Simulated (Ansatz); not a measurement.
The starting structures come from a database of crystals and need not be the phases stable at ambient conditions.

 Where the default PAW files enter, the runs use the earlier of Ansatz's two default sets.

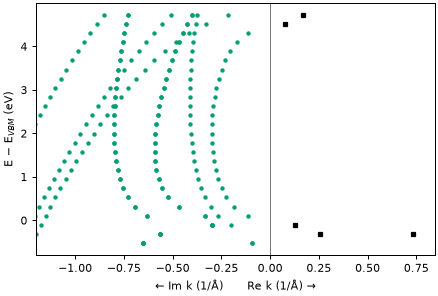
*Complex bands at the centre of the two-dimensional zone; r2SCAN (Ansatz, a first-principles code)*

No gap correction and no spin-orbit coupling; mid-gap values are interpolated between computed energies.

Problem. This is CsI (Fm-3m, rock salt, not sure to be the ambient phase, 2 atoms a cell, 59.6 Å³ an atom) along the normal of (001). Read off the slowest decay at the centre of the two-dimensional zone at 2.21 eV, the computed energy nearest the middle of the gap.

Solution. κ ≈ 0.30 1/Å, a decay length 1/(2κ) of the density of 1.7 Å.
